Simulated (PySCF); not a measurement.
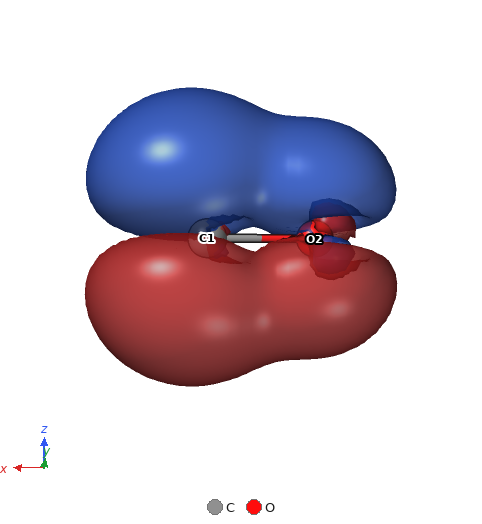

*CO, SMILES `[C-]#[O+]`. Change of the electron density in a uniform field of 0.51 V/Å, surfaces at ±0.0015 e/Å³ (blue: gain, red: loss).*

PySCF calculation, ωB97X/6-31+G*, gas phase; geometry: GFN2-xTB. No frequency check shows the geometry to be a minimum. The basis has diffuse s and p functions alone, which still leaves polarisabilities too small, most of all across bonds.

Along which Cartesian direction does the field point?

Answer. Along −z: electrons gather on the +z side, against the field.

How large is the response?

Answer. The induced dipole is 0.25 D (along the field); α along this axis, from the fields in both directions, is 10 bohr³ (1.5 Å³).

Which atoms gain and lose the most charge?

Answer. Hardly any: no atom's Hirshfeld charge changes by as much as 0.002 e. The density shifts from one side of each atom to the other; 0.033 electrons are displaced in all.
